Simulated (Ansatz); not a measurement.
# ClH5N3Ta: shape, modes and thermochemistry

Aim: relax ClH5N3Ta from a cheap starting geometry, check the end point by its vibrations and derive ideal-gas thermochemistry, and look at its orbitals and charge.

Computed with Ansatz 0.2.0, Gaussian basis. Level: RKS PBE0-D4/def2-TZVP.

Levels to be run: relaxation at PBE-D4/def2-SVP; relaxation at PBE0-D4/def2-TZVP; harmonic vibrations at the same level; a single point in def2-TZVPP for the fields.

## Step 1: Where the work starts

SMILES `[NH]=[Ta]([NH2])([NH2])[Cl]`, 10 atoms, charge 0, spin multiplicity 1.

Atoms are counted from 1 here; the program's logs count them from 0.

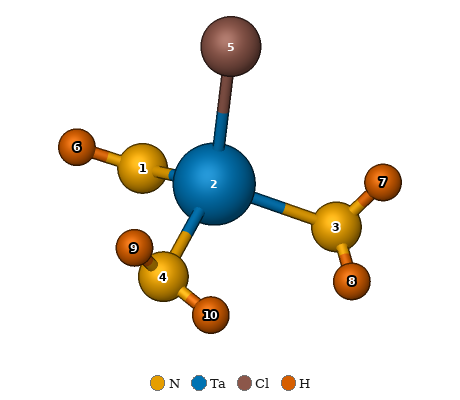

As it starts; nitrogen amber, tantalum blue, chlorine brown, hydrogen orange; atoms are numbered from 1 in the order of the file.

Coordinates:

```mol
ClH5N3Ta
  3D, bonds by distance, orders not assigned

 10  9  0  0  0  0  0  0  0  0999 V2000
   -1.7177    0.0196   -1.5092 N   0  0
   -0.1065    0.1066   -0.4457 Ta  0  0
    0.6672   -1.9267   -0.2609 N   0  0
   -0.4685    0.9299    1.5482 N   0  0
    1.5960    1.5634   -1.6013 Cl  0  0
   -2.2776    0.9528   -1.7147 H   0  0
    1.6943   -1.9057   -0.6359 H   0  0
    0.8340   -2.0970    0.7696 H   0  0
   -0.1878    1.9198    1.6016 H   0  0
    0.0498    0.3862    2.2512 H   0  0
  1  2  8  0
  2  3  8  0
  2  4  8  0
  2  5  8  0
  1  6  8  0
  3  7  8  0
  3  8  8  0
  4  9  8  0
  4 10  8  0
M  END
```

The start is a force-field geometry with small random shifts, so a cheaper pass at PBE-D4/def2-SVP comes first. Ta takes the def2 core potential; no spin-orbit term is included.

## Step 2: Optimising with PBE-D4/def2-SVP (cheap first pass)

Input file in.yaml:

```yaml
crystal:
  periodic: [false, false, false]
  atoms:
    - {symbol: N, position_ang: [-1.717700, 0.019600, -1.509200]}
    - {symbol: Ta, position_ang: [-0.106500, 0.106600, -0.445700]}
    - {symbol: N, position_ang: [0.667200, -1.926700, -0.260900]}
    - {symbol: N, position_ang: [-0.468500, 0.929900, 1.548200]}
    - {symbol: Cl, position_ang: [1.596000, 1.563400, -1.601300]}
    - {symbol: H, position_ang: [-2.277600, 0.952800, -1.714700]}
    - {symbol: H, position_ang: [1.694300, -1.905700, -0.635900]}
    - {symbol: H, position_ang: [0.834000, -2.097000, 0.769600]}
    - {symbol: H, position_ang: [-0.187800, 1.919800, 1.601600]}
    - {symbol: H, position_ang: [0.049800, 0.386200, 2.251200]}
basis:
  gaussian: {orbitals: def2-SVP}
hamiltonian: {xc: pbe, dispersion: d4}
relax: {f_tol: 0.03, max_steps: 200}
```

The run is started by

```sh
ansatz run in.yaml --threads 4 --pin off --events-out ev --progress --plain --max-ram 10444MiB
```

Log, cut to the lines that bear on the results:

```text
Functional definition: PBE
  name "PBE"
  cite "Perdew, Burke & Ernzerhof, Phys. Rev. Lett. 77, 3865 (1996) doi:10.1103/PhysRevLett.77.3865"
  parent pbe
[...]
1305 factors; their error is unknown
[...]
mean field -18611.17269811 eV, -683.9479815497 hartree, gradient 2.4e-5 eV, S^2 0.000000; 0 other end points of the search recorded, 0 dependent functions left out
[...]
reference -18611.17276169 eV, -683.9479838860 hartree; 28, 28 occupied and 89, 89 virtual orbitals, 1305 factors
relax step   1: F+E_penalty+E_count = -18611.39197251 eV  Δ(F+E_penalty+E_count) = +0.000e0 eV  max|allowed force component| = 2.951e0 eV/Å  Δτ_max = 0.0000 Å  (33 SCF iters, accepted)
[...]
relax step   4: F+E_penalty+E_count = -18613.02270115 eV  Δ(F+E_penalty+E_count) = -1.304e-1 eV  max|allowed force component| = 1.523e0 eV/Å  Δτ_max = 0.1998 Å  (38 SCF iters, accepted)
[...]
relax step   7: F+E_penalty+E_count = -18613.60718258 eV  Δ(F+E_penalty+E_count) = -1.991e-1 eV  max|allowed force component| = 9.800e-1 eV/Å  Δτ_max = 0.1949 Å  (38 SCF iters, accepted)
[...]
relax step  10: F+E_penalty+E_count = -18614.02680882 eV  Δ(F+E_penalty+E_count) = -9.575e-2 eV  max|allowed force component| = 3.332e-1 eV/Å  Δτ_max = 0.2000 Å  (37 SCF iters, accepted)
[...]
relax step  15: F+E_penalty+E_count = -18614.08499562 eV  Δ(F+E_penalty+E_count) = -6.485e-4 eV  max|allowed force component| = 2.320e-2 eV/Å  Δτ_max = 0.0267 Å  (33 SCF iters, accepted)
1305 factors; their error is unknown
mean field -18613.84145852 eV, -684.0460566858 hartree, gradient 2.2e-5 eV, S^2 0.000000; 1 other end points of the search recorded, 0 dependent functions left out
[...]
reference -18613.84152369 eV, -684.0460590807 hartree; 28, 28 occupied and 89, 89 virtual orbitals, 1305 factors
Total energy: -18614.08506079 eV, -684.0550089039 hartree
Atom 0 at    -1.322780     0.312471    -1.271634 Å, force     0.010459    -0.002151    -0.002189 eV/Å
Atom 1 at     0.199715     0.295523    -0.351122 Å, force    -0.004398     0.016875    -0.013475 eV/Å
Atom 2 at     0.731508    -1.620271    -0.257340 Å, force    -0.023198     0.004668    -0.004057 eV/Å
Atom 3 at    -0.274834     1.008459     1.445608 Å, force    -0.020241    -0.014609    -0.020211 eV/Å
Atom 4 at     1.931591     1.582480    -1.311706 Å, force    -0.002946    -0.004577     0.003255 eV/Å
Atom 5 at    -2.100417     0.438052    -1.922375 Å, force     0.005652    -0.006879     0.015936 eV/Å
Atom 6 at     0.223129    -2.421805    -0.641730 Å, force     0.012514     0.004785    -0.001377 eV/Å
Atom 7 at     1.520902    -1.958346     0.306324 Å, force     0.001422    -0.006280     0.004522 eV/Å
Atom 8 at    -1.200529     1.307229     1.766012 Å, force     0.016793     0.002571    -0.000048 eV/Å
Atom 9 at     0.374916     1.005109     2.240864 Å, force     0.003942     0.005597     0.017644 eV/Å
Dipole moment:    -0.203617    -0.403171     0.497841 e Å
```

Wall time 19 s (4 threads of Intel Xeon Platinum 8488C, shared host).

Step by step: (the energy doesn't fall at every step)

| step | energy from step 1 (eV) | largest force component (eV/Å) |
| --- | --- | --- |
| 1 | 0.0000 | 2.9506 |
| 2 | -1.2661 | 1.6903 |
| 3 | -1.5004 | 1.5261 |
| 4 | -1.6307 | 1.5231 |
| 5 | -1.8075 | 1.3351 |
| 6 | -2.0161 | 0.9554 |
| 7 | -2.2152 | 0.9800 |
| 8 | -2.4008 | 0.7185 |
| 9 | -2.5391 | 0.5182 |
| 10 | -2.6348 | 0.3332 |
| 11 | -2.6582 | 0.3147 |
| 12 | -2.6520 | 0.7314 |
| 13 | -2.6802 | 0.2049 |
| 14 | -2.6924 | 0.1014 |
| 15 | -2.6930 | 0.0232 |

Close pairs (by a distance rule), those that changed most:

| bond | before (Å) | after (Å) | change (Å) |
| --- | --- | --- | --- |
| Ta2–N4 | 2.187 | 1.990 | -0.197 |
| Ta2–N3 | 2.183 | 1.990 | -0.193 |
| Ta2–Cl5 | 2.521 | 2.362 | -0.159 |
| N1–Ta2 | 1.933 | 1.779 | -0.153 |
| N1–H6 | 1.108 | 1.022 | -0.086 |
| N3–H7 | 1.094 | 1.024 | -0.070 |
| N3–H8 | 1.058 | 1.027 | -0.031 |
| N4–H9 | 1.030 | 1.024 | -0.006 |

## Step 3: Geometry optimisation, PBE0-D4/def2-TZVP

Input file in.yaml:

```yaml
crystal:
  periodic: [false, false, false]
  atoms:
    - {symbol: N, position_ang: [-1.322780, 0.312471, -1.271634]}
    - {symbol: Ta, position_ang: [0.199715, 0.295523, -0.351122]}
    - {symbol: N, position_ang: [0.731508, -1.620271, -0.257340]}
    - {symbol: N, position_ang: [-0.274834, 1.008459, 1.445608]}
    - {symbol: Cl, position_ang: [1.931591, 1.582480, -1.311706]}
    - {symbol: H, position_ang: [-2.100417, 0.438052, -1.922375]}
    - {symbol: H, position_ang: [0.223129, -2.421805, -0.641730]}
    - {symbol: H, position_ang: [1.520902, -1.958346, 0.306324]}
    - {symbol: H, position_ang: [-1.200529, 1.307229, 1.766012]}
    - {symbol: H, position_ang: [0.374916, 1.005109, 2.240864]}
basis:
  gaussian: {orbitals: def2-TZVP}
hamiltonian: {xc: pbe0, dispersion: d4}
relax: {f_tol: 0.005, max_steps: 150}
```

The command is unchanged.

Log, cut to the lines that bear on the results:

```text
Functional definition: PBE0
  name "PBE0"
  cite "Adamo & Barone, J. Chem. Phys. 110, 6158 (1999) doi:10.1063/1.478522"
  cite "Perdew, Burke & Ernzerhof, Phys. Rev. Lett. 77, 3865 (1996) doi:10.1103/PhysRevLett.77.3865"
  parent pbe
[...]
1361 factors; their error is unknown
[...]
mean field -18623.54810964 eV, -684.4027695349 hartree, gradient 3.7e-5 eV, S^2 0.000000; 0 other end points of the search recorded, 0 dependent functions left out
[...]
reference -18623.54814253 eV, -684.4027707436 hartree; 28, 28 occupied and 172, 172 virtual orbitals, 1361 factors
relax step   1: F+E_penalty+E_count = -18623.75893467 eV  Δ(F+E_penalty+E_count) = +0.000e0 eV  max|allowed force component| = 6.845e-1 eV/Å  Δτ_max = 0.0000 Å  (31 SCF iters, accepted)
[...]
Atom 0 at    -1.305841     0.311954    -1.263154 Å, force    -0.000427     0.000372    -0.001370 eV/Å
Atom 1 at     0.192595     0.284877    -0.337903 Å, force    -0.000799     0.000041     0.000570 eV/Å
Atom 2 at     0.731070    -1.616514    -0.254474 Å, force    -0.000678    -0.000800    -0.000266 eV/Å
Atom 3 at    -0.271575     1.003070     1.445624 Å, force    -0.000643     0.000013     0.000305 eV/Å
Atom 4 at     1.911230     1.557434    -1.285161 Å, force     0.000661     0.000708    -0.000700 eV/Å
Atom 5 at    -2.090701     0.414661    -1.884221 Å, force     0.000586    -0.000320     0.000858 eV/Å
Atom 6 at     0.234460    -2.385367    -0.676398 Å, force     0.000852     0.000464     0.000567 eV/Å
Atom 7 at     1.504467    -1.964055     0.295871 Å, force    -0.000231    -0.000363    -0.000145 eV/Å
Atom 8 at    -1.184491     1.321973     1.729634 Å, force     0.001098    -0.000215     0.000031 eV/Å
Atom 9 at     0.361987     1.020868     2.233083 Å, force    -0.000418     0.000101     0.000150 eV/Å
Dipole moment:    -0.176202    -0.379841     0.481327 e Å
```

It took 24 s on 4 threads of Intel Xeon Platinum 8488C, shared host; peak memory 0.58 GiB.

Step by step:

| step | energy from step 1 (eV) | largest force component (eV/Å) |
| --- | --- | --- |
| 1 | 0.0000 | 0.6845 |
| 2 | -0.0439 | 0.4116 |
| 3 | -0.0486 | 0.0896 |
| 4 | -0.0490 | 0.0582 |
| 5 | -0.0493 | 0.0403 |
| 6 | -0.0495 | 0.0200 |
| 7 | -0.0496 | 0.0080 |
| 8 | -0.0497 | 0.0059 |
| 9 | -0.0497 | 0.0014 |

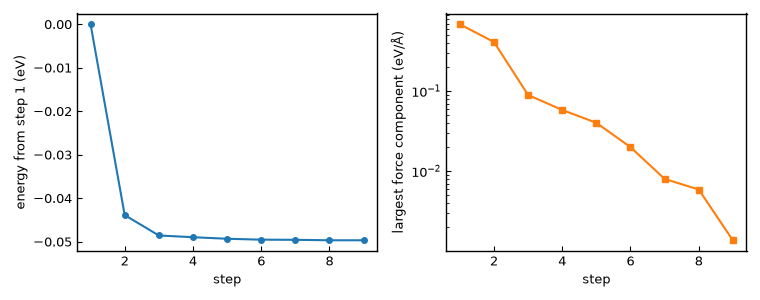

Energy and largest force along the relaxation.

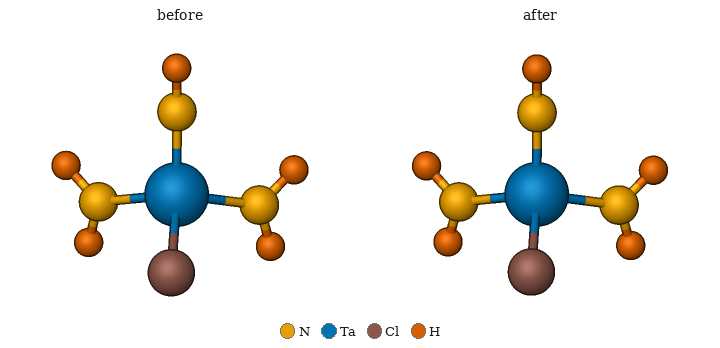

The geometry before (left) and after (right).

Distances of close pairs at the start and the end, largest changes first:

| bond | before (Å) | after (Å) | change (Å) |
| --- | --- | --- | --- |
| Ta2–Cl5 | 2.362 | 2.339 | -0.023 |
| N1–Ta2 | 1.779 | 1.761 | -0.018 |
| N3–H8 | 1.027 | 1.011 | -0.016 |
| N4–H9 | 1.024 | 1.008 | -0.016 |
| N3–H7 | 1.024 | 1.008 | -0.016 |
| N4–H10 | 1.027 | 1.011 | -0.016 |
| N1–H6 | 1.022 | 1.006 | -0.016 |
| Ta2–N3 | 1.990 | 1.978 | -0.013 |

Mulliken charges of the relaxed molecule (report file):

| atom | value (e) |
| --- | --- |
| N1 | -0.63 |
| Ta2 | 1.25 |
| N3 | -0.73 |
| N4 | -0.73 |
| Cl5 | -0.40 |
| H6 | 0.23 |
| H7 | 0.26 |
| H8 | 0.24 |
| H9 | 0.26 |
| H10 | 0.24 |

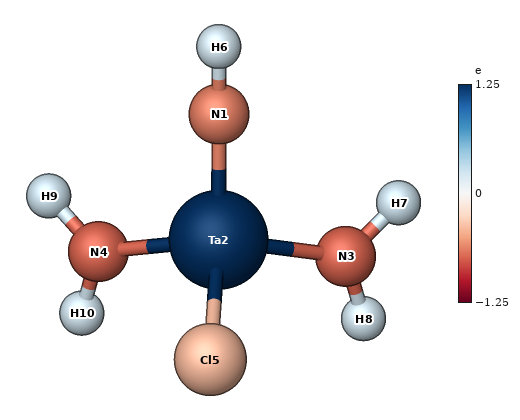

Mulliken charges of the relaxed molecule (report file), as colours on the atoms.

## Step 4: Harmonic vibrations

Input file in.yaml:

```yaml
crystal:
  periodic: [false, false, false]
  atoms:
    - {symbol: N, position_ang: [-1.305841, 0.311954, -1.263154]}
    - {symbol: Ta, position_ang: [0.192595, 0.284877, -0.337903]}
    - {symbol: N, position_ang: [0.731070, -1.616514, -0.254474]}
    - {symbol: N, position_ang: [-0.271575, 1.003070, 1.445624]}
    - {symbol: Cl, position_ang: [1.911230, 1.557434, -1.285161]}
    - {symbol: H, position_ang: [-2.090701, 0.414661, -1.884221]}
    - {symbol: H, position_ang: [0.234460, -2.385367, -0.676398]}
    - {symbol: H, position_ang: [1.504467, -1.964055, 0.295871]}
    - {symbol: H, position_ang: [-1.184491, 1.321973, 1.729634]}
    - {symbol: H, position_ang: [0.361987, 1.020868, 2.233083]}
basis:
  gaussian: {orbitals: def2-TZVP}
hamiltonian: {xc: pbe0, dispersion: d4}
phonons: {temperatures: {t_min: 298.15, t_max: 900, t_step: 200}}
```

The command is unchanged.

Log, cut to the lines that bear on the results:

```text
Functional definition: PBE0
  name "PBE0"
  cite "Adamo & Barone, J. Chem. Phys. 110, 6158 (1999) doi:10.1063/1.478522"
  cite "Perdew, Burke & Ernzerhof, Phys. Rev. Lett. 77, 3865 (1996) doi:10.1103/PhysRevLett.77.3865"
  parent pbe
[...]
1361 factors; their error is unknown
[...]
mean field -18623.59473907 eV, -684.4044831349 hartree, gradient 2.2e-5 eV, S^2 0.000000; 0 other end points of the search recorded, 0 dependent functions left out
[...]
reference -18623.59477168 eV, -684.4044843333 hartree; 28, 28 occupied and 172, 172 virtual orbitals, 1361 factors
[...]
1361 factors; their error is unknown
mean field -18623.59448338 eV, -684.4044737385 hartree, gradient 1.3e-6 eV, S^2 0.000000; 0 other end points of the search recorded, 0 dependent functions left out
[...]
reference -18623.59451600 eV, -684.4044749371 hartree; 28, 28 occupied and 172, 172 virtual orbitals, 1361 factors
[...]
Atom 2 at     0.731070    -1.616514    -0.254474 Å, force    -0.000675    -0.000766    -0.000262 eV/Å
Atom 3 at    -0.271575     1.003070     1.445624 Å, force    -0.000664     0.000009     0.000269 eV/Å
Atom 4 at     1.911230     1.557434    -1.285161 Å, force     0.000693     0.000732    -0.000716 eV/Å
Atom 5 at    -2.090701     0.414661    -1.884221 Å, force     0.000595    -0.000322     0.000865 eV/Å
Atom 6 at     0.234460    -2.385367    -0.676398 Å, force     0.000849     0.000464     0.000563 eV/Å
Atom 7 at     1.504467    -1.964055     0.295871 Å, force    -0.000217    -0.000369    -0.000135 eV/Å
Atom 8 at    -1.184491     1.321973     1.729634 Å, force     0.001101    -0.000216     0.000035 eV/Å
Atom 9 at     0.361987     1.020868     2.233083 Å, force    -0.000405     0.000105     0.000166 eV/Å
Dipole moment:    -0.176203    -0.379840     0.481327 e Å
Vibrations: 135.34 136.19 183.21 203.64 226.93 290.04 365.40 417.20 472.61 496.83 535.52 543.42 578.01 609.50 677.46 683.45 1001.73 1548.28 1551.77 3571.69 3573.94 3675.77 3675.88 3682.80 cm⁻¹, zero-point energy 1.787642 eV
```

Run time: 1.9 min. Hardware: 4 threads of Intel Xeon Platinum 8488C, shared host; peak memory 0.58 GiB.

Motions are named by where the mode's potential energy lies. The modes, unscaled (a negative number is an imaginary wavenumber):

| mode | cm⁻¹ | motion |
| --- | --- | --- |
| 1 | 135 | bend with torsion |
| 2 | 136 | torsion with bend |
| 3 | 183 | bend with torsion |
| 4 | 204 | bend with torsion |
| 5 | 227 | bend with torsion |
| 6 | 290 | torsion |
| 7 | 365 | Ta–Cl stretch |
| 8 | 417 | torsion |
| 9 | 473 | torsion |
| 10 | 497 | torsion |
| 11 | 536 | bend |
| 12 | 543 | bend |
| 13 | 578 | bend |
| 14 | 609 | bend |
| 15 | 677 | Ta–N stretch |
| 16 | 683 | Ta–N stretch |
| 17 | 1002 | Ta–N stretch |
| 18 | 1548 | bend |
| 19 | 1552 | bend |
| 20 | 3572 | N–H stretch |
| 21 | 3574 | N–H stretch |
| 22 | 3676 | N–H stretch |
| 23 | 3676 | N–H stretch |
| 24 | 3683 | N–H stretch |

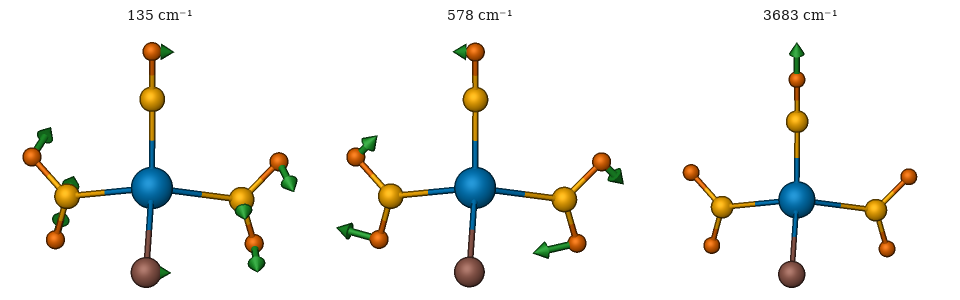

How the atoms move in 3 of the modes.

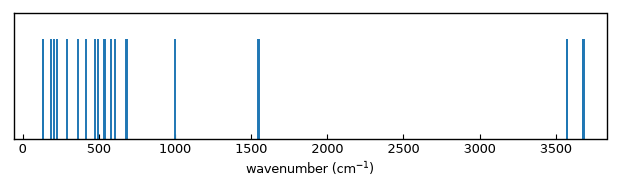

The harmonic wavenumbers as sticks (no intensities were computed).

From these modes and the moments of inertia (298.15 K, 1 bar, symmetry number 1):

| term | value |
| --- | --- |
| zero-point energy | 41.2 kcal/mol |
| H(298) − E | 47.1 kcal/mol |
| entropy, translation | 178.4 J/(mol K) |
| entropy, rotation | 116.9 J/(mol K) |
| entropy, vibration | 82.5 J/(mol K) |
| entropy, total | 377.8 J/(mol K) |

## Step 5: A single point for the fields

Changes to in.yaml since step 4:

```diff
@@ -14,4 +14,4 @@
 basis:
-  gaussian: {orbitals: def2-TZVP}
+  gaussian: {orbitals: def2-TZVPP}
 hamiltonian: {xc: pbe0, dispersion: d4}
-phonons: {temperatures: {t_min: 298.15, t_max: 900, t_step: 200}}
+output: {orbitals: {seedname: orbitals}}
```

Launched as before.

Log:

```text
Functional definition: PBE0
  name "PBE0"
  cite "Adamo & Barone, J. Chem. Phys. 110, 6158 (1999) doi:10.1063/1.478522"
  cite "Perdew, Burke & Ernzerhof, Phys. Rev. Lett. 77, 3865 (1996) doi:10.1103/PhysRevLett.77.3865"
  parent pbe
  parameter a = 0.25
  parameter kappa = 0.804
  parameter beta = 0.06672455060314922
  exchange = (1 - a)*pbe_x(kappa = kappa, mu = beta*pi^2/3) + a*exact_x
  correlation = pbe_c(beta = beta)
1493 factors; their error is unknown
mean field evaluation 1: about -18601.9309 eV, gradient 1.1e2 eV
mean field evaluation 2: about -18493.1164 eV, gradient 2.4e2 eV
mean field evaluation 4: about -18622.3697 eV, gradient 2.6e1 eV
mean field evaluation 8: about -18623.7744 eV, gradient 2.2e-1 eV
mean field evaluation 16: about -18623.8243 eV, gradient 1.4e-4 eV
mean field -18623.82426254 eV, -684.4129179668 hartree, gradient 1.4e-5 eV, S^2 0.000000; 0 other end points of the search recorded, 0 dependent functions left out
reference -18623.82429524 eV, -684.4129191686 hartree; 28, 28 occupied and 233, 233 virtual orbitals, 1493 factors
Total energy: -18624.03815377 eV, -684.4207783247 hartree
```

Wall time 2.6 s (4 threads of Intel Xeon Platinum 8488C, shared host); peak memory 0.71 GiB.

Orbitals, density, ELF and potential are computed afterwards from the orbital file.

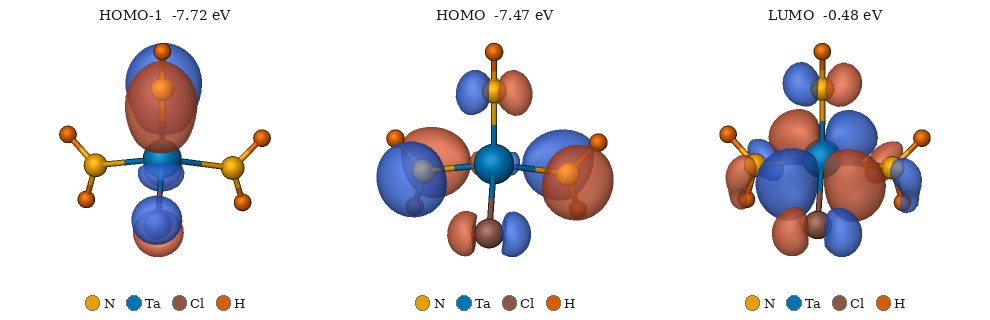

Frontier orbitals at PBE0-D4/def2-TZVPP; each surface holds 70 % of the orbital's density, blue and red mark the sign.

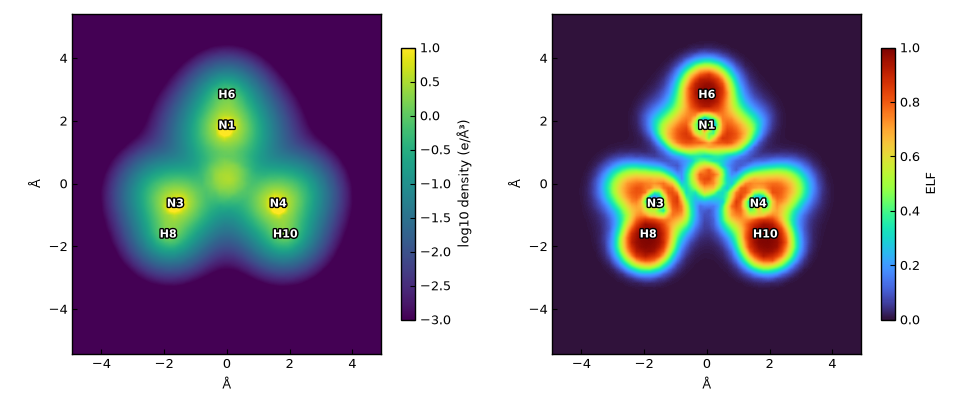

Density (left) and ELF (right) in a plane through or near 6 of the atoms.

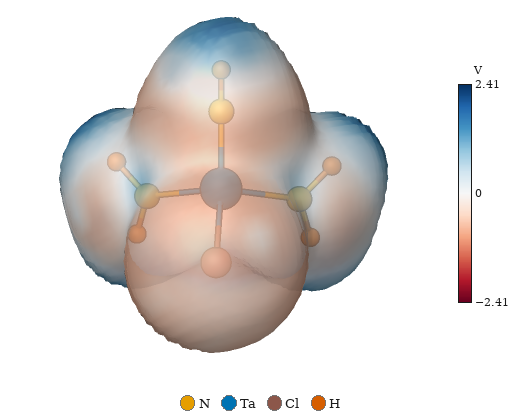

Electrostatic potential on the surface of density 0.002 e/bohr³; red is low, blue high. It runs, from the 1st to the 99th percentile, from -0.86 V near Cl5 to 2.41 V near Ta2.

## Step 6: Summary of results

| quantity | value |
| --- | --- |
| point group | Cs |
| steps | 15 + 9 |
| shift from the start (rms) | 0.778 Å |
| total energy | -18623.8086 eV |
| dispersion term | -214 meV |
| dipole moment | 3.06 D |
| lowest, highest wavenumber | 135, 3683 cm⁻¹ |
| zero-point energy | 41.2 kcal/mol |
| entropy at 298.15 K | 377.8 J/(mol K) |
| HOMO, LUMO | -7.47, -0.48 eV |

In words: The atoms moved 0.78 Å (rms) from the start; the bond that changed most is Ta2–N4, from 2.187 to 1.978 Å. No mode is imaginary: a true minimum at this level. The stiffest mode, 3683 cm⁻¹, is an N–H stretch, and 3 modes under 200 cm⁻¹ make the vibrational entropy uncertain. Harmonic hybrid wavenumbers usually lie a few per cent above measured fundamentals. The largest Mulliken charge, +1.25 e, sits on Ta2. The HOMO lies mostly on N3, N4 about 32 % each; N1 8 % and the LUMO on Ta2 57 %; Cl5 12 %.
